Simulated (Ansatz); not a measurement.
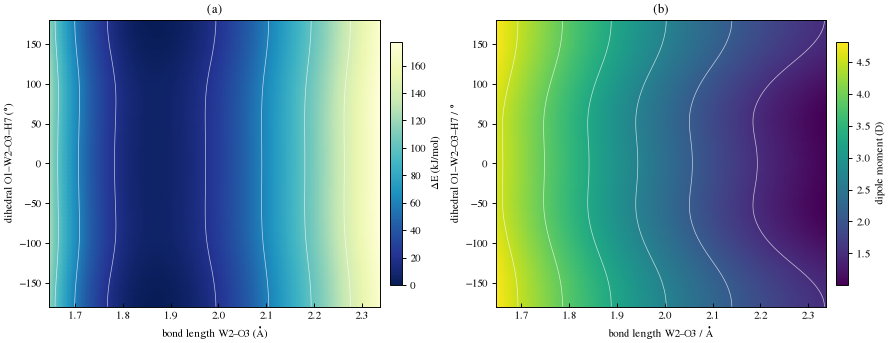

F₃HO₂W, SMILES [O]=[W]([OH])([F])([F])[F]. 
- First axis: bond length W2–O3. Second axis: dihedral O1–W2–O3–H7.
- Nothing is relaxed (all other coordinates rigid).
- Grid: 9 × 9 points; 45 points were computed and 36 follow by symmetry.
- Points are written as (first, second).
- All energies are given in kJ/mol relative to the relaxed molecule at the same level.
- The calculation used RKS B3LYP-D4/def2-SVP in Ansatz.

Panel (a) is the energy; panel (b) is the computed dipole moment, in D.

The picture shows a smooth colour map with a few white contour lines. Between grid points the surface is interpolated.

How does the dipole moment vary over the map, and what is it at the lowest grid point?

Answer. Leaving out the highest fifth of the energies, it runs from 1.58 D at (2.165 Å, −60°) to 4.82 D at (1.646 Å, −180°). At the lowest grid point, (1.905 Å, −180°), it is 3.21 D.
